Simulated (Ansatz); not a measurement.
**UHF/STO-3G run of InSiH3OF (SMILES [F][In][O][SiH3])**

What is the vertical doublet–quartet gap of InSiH3OF at UHF/STO-3G? 

Program for the calculation: Ansatz 0.2.0.

99 further runs of the same task are left out: 99 set aside as unsound or not needed. Runs told in other sessions of the task aren't counted.

### 1 The structure to begin with

InSiH3OF has 7 atoms, charge 0, and is taken as a doublet. As SMILES, `[F][In][O][SiH3]`. Geometry: relaxed at PBE0-D4/def2-TZVP. This is one conformer, not always the lowest.

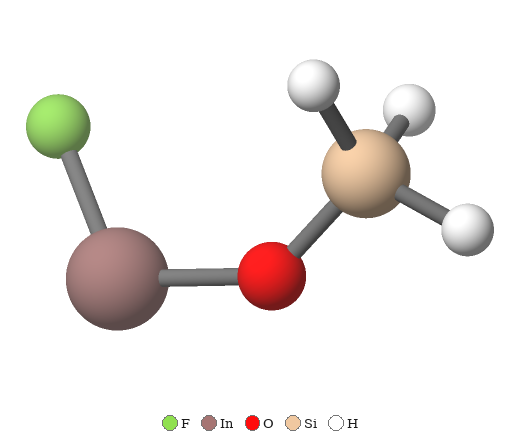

The structure, seen from a chosen angle (fluorine green, indium brown, oxygen red, silicon light orange, hydrogen white).

### 2 A single-point energy at UHF/STO-3G

The input, input.yaml:

```yaml
crystal:
  periodic: [false, false, false]
  atoms:
    - symbol: F
      position_ang: [-0.133500, -2.447500, 1.820600]
    - symbol: In
      position_ang: [-0.761200, -2.248400, -0.028200]
    - symbol: O
      position_ang: [-0.475400, -0.461700, -0.849100]
    - symbol: Si
      position_ang: [0.186800, 0.948700, -0.346200]
    - symbol: H
      position_ang: [0.075900, 1.937000, -1.452700]
    - symbol: H
      position_ang: [-0.518200, 1.488800, 0.850500]
    - symbol: H
      position_ang: [1.625500, 0.783000, 0.005100]
basis:
  gaussian: {orbitals: STO-3G}
magnetization: {spin_polarized: true, initial_magnetization: 1}
hamiltonian: {xc: hf}
accuracy: high
output: {orbitals: {seedname: orbitals}}
```

Launch:

```console
ansatz run input.yaml --threads 1 --pin off --max-ram 3480MiB --events-out events.jsonl --progress --plain --runs-dir runs
```

Log:

```text
Warning: RAYON_NUM_THREADS=1 ignored (pool sized by the plan → 1); use --threads N
Functional definition: HF
  name "HF"
  exchange = exact_x
  correlation = 0
950 factors; integrals over basis functions are off by at most 3.7e-8 eV
mean field evaluation 1: about -167130.7312 eV, gradient 2.0e1 eV
mean field evaluation 2: about -167130.8435 eV, gradient 2.0e1 eV
mean field evaluation 4: about -167135.0757 eV, gradient 2.1e0 eV
mean field evaluation 8: about -167135.1778 eV, gradient 1.1e-1 eV
mean field evaluation 16: about -167135.1699 eV, gradient 3.4e-8 eV
mean field evaluation 32: about -167134.9604 eV, gradient 2.1e0 eV
mean field -167135.16985312 eV, -6142.1042038152 hartree, gradient 3.4e-8 eV, S^2 0.766513; 0 other end points of the search recorded, 0 dependent functions left out
reference -167135.16985312 eV, -6142.1042038152 hartree; 42, 41 occupied and 7, 8 virtual orbitals, 950 factors
Total energy: -167135.16985312 eV, -6142.1042038152 hartree
```

It took 1.5 s on 1 thread of Intel Xeon 6975P-C (Granite Rapids), shared host; peak memory 0.2 GiB.

### 3 The quartet

The input, job.yaml:

```yaml
crystal:
  periodic: [false, false, false]
  atoms:
    - {symbol: F, position_ang: [-0.133500, -2.447500, 1.820600]}
    - {symbol: In, position_ang: [-0.761200, -2.248400, -0.028200]}
    - {symbol: O, position_ang: [-0.475400, -0.461700, -0.849100]}
    - {symbol: Si, position_ang: [0.186800, 0.948700, -0.346200]}
    - {symbol: H, position_ang: [0.075900, 1.937000, -1.452700]}
    - {symbol: H, position_ang: [-0.518200, 1.488800, 0.850500]}
    - {symbol: H, position_ang: [1.625500, 0.783000, 0.005100]}
basis:
  gaussian:
    orbitals: STO-3G
magnetization:
  spin_polarized: true
  initial_magnetization: 3
hamiltonian:
  xc: hf
accuracy: high
output:
  orbitals: {seedname: orbitals}
```

Launch:

```console
ansatz run job.yaml --threads 1 --pin off --max-ram 3480MiB --events-out events.jsonl --progress --plain --runs-dir runs
```

Log:

```text
Warning: RAYON_NUM_THREADS=1 ignored (pool sized by the plan → 1); use --threads N
[... 4 set-up lines as earlier in the session ...]
950 factors; integrals over basis functions are off by at most 3.7e-8 eV
mean field evaluation 1: about -167126.4286 eV, gradient 1.7e1 eV
mean field evaluation 2: about -167126.5743 eV, gradient 1.7e1 eV
mean field evaluation 4: about -167131.4656 eV, gradient 2.7e0 eV
mean field evaluation 8: about -167131.6511 eV, gradient 1.1e-1 eV
mean field evaluation 16: about -167131.6463 eV, gradient 4.5e-8 eV
mean field evaluation 32: about -167131.4053 eV, gradient 1.8e-1 eV
mean field evaluation 64: about -167120.6902 eV, gradient 1.3e1 eV
mean field evaluation 96: about -167131.3279 eV, gradient 2.7e0 eV
mean field -167131.64632471 eV, -6141.9747165345 hartree, gradient 4.5e-8 eV, S^2 3.757308; 2 other end points of the search recorded, 0 dependent functions left out
reference -167131.64632471 eV, -6141.9747165345 hartree; 43, 40 occupied and 6, 9 virtual orbitals, 950 factors
Total energy: -167131.64632471 eV, -6141.9747165345 hartree
```

Run time: 2.2 s. Hardware: 1 thread of Intel Xeon 6975P-C (Granite Rapids), shared host; peak memory 0.21 GiB.

### 4 Summary of results

Level: UHF/STO-3G.

| quantity | value |
| --- | --- |
| doublet: total energy | -6142.10420 Eh |
| doublet: HOMO energy (highest over α and β) | -5.39 eV |
| doublet: LUMO energy (lowest over α and β) | 4.72 eV |
| doublet: ⟨S²⟩ | 0.767 |
| quartet: total energy | -6141.97472 Eh |
| quartet: HOMO energy (highest over α and β) | -0.92 eV |
| quartet: LUMO energy (lowest over α and β) | 4.86 eV |
| quartet: ⟨S²⟩ | 3.757 |
| vertical energy of the quartet above the doublet | 3.524 eV |

**Reading.** At this shape the quartet lies 3.52 eV (340 kJ/mol) above the doublet. In a minimal basis such a difference can be off by several eV, whatever the method. Relativity is left out (doublet) although the molecule holds a heavy atom. Relativity is left out (quartet) although the molecule holds a heavy atom.
